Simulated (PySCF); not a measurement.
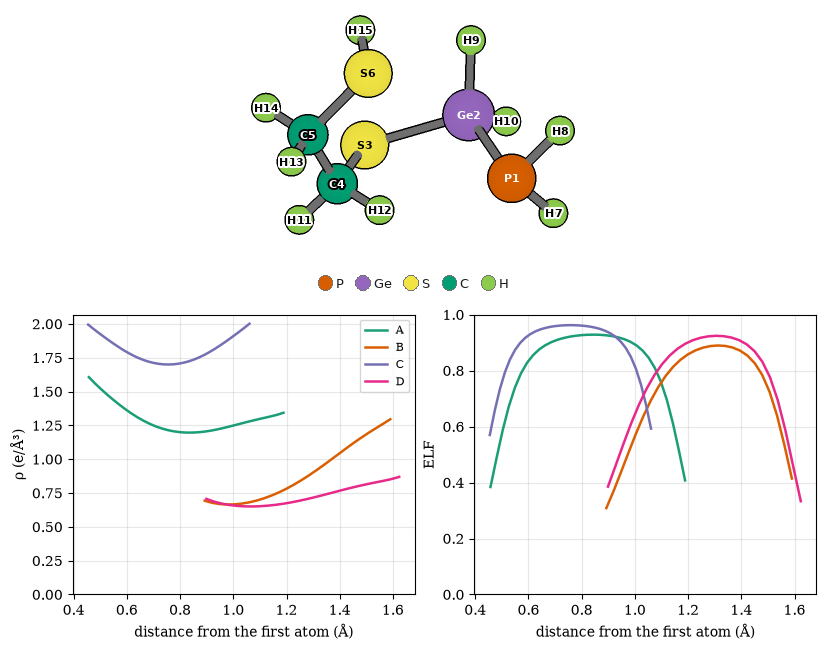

The picture shows: C2H9GePS2 (SMILES [PH2][GeH2][S]CCS). Total electron density and electron localisation function along straight lines between neighbouring atoms. The curves leave out the atomic cores. The structure is drawn too.

Geometry: GFN2-xTB.

All numbers below come from wB97X-D/def2-SVPD, SCF density, gas phase in PySCF 2.14.0.

Input

```
{"job": {"kind": "uv", "xc": "wB97X-D", "basis": "def2-SVPD", "nstates": 8, "ntriplets": 3}, "charge": 0, "multiplicity": 1}
P      2.230244    -0.404864     0.549942
Ge     1.247049     1.130657    -0.883291
S     -0.473697     0.248468    -1.996850
C     -0.951543    -1.125841    -0.886916
C     -1.930052    -0.721616     0.196739
S     -1.237489     0.481918     1.386333
H      3.339146    -0.537150    -0.276119
H      2.822239     0.613499     1.279182
H      0.799673     2.405159    -0.173004
H      2.161974     1.651607    -1.986276
H     -1.415591    -1.869739    -1.535048
H     -0.046040    -1.548442    -0.447337
H     -2.188874    -1.596273     0.795293
H     -2.835041    -0.290008    -0.227207
H     -1.526413     1.570617     0.676993
```

Run with:

```sh
OMP_NUM_THREADS=1 python probes_run.py task.json out
```

Which curve belongs to which contact (C–C, C–S, Ge–P and Ge–S)? The first atom named is at distance zero.

Answer. Curve A: C–S (1.83 Å): ρ is about 1.2 e/Å³ halfway; the ELF peaks at about 0.95 between the atoms; localised, covalent bonding. Curve B: Ge–S (2.23 Å): ρ at the midpoint is about 0.71 e/Å³; the ELF peaks at about 0.90 in the valence shell of S, 0.9 Å from its nucleus, and is about 0.80 at the midpoint. Curve C: C–C (1.51 Å): the density is about 1.7 e/Å³ at the midpoint; the ELF peaks at about 0.95 between the atoms: localised, covalent bonding. Curve D: Ge–P (2.32 Å): the density is about 0.66 e/Å³ at the midpoint; the ELF peaks at about 0.90 between the atoms, as expected for a shared electron pair.
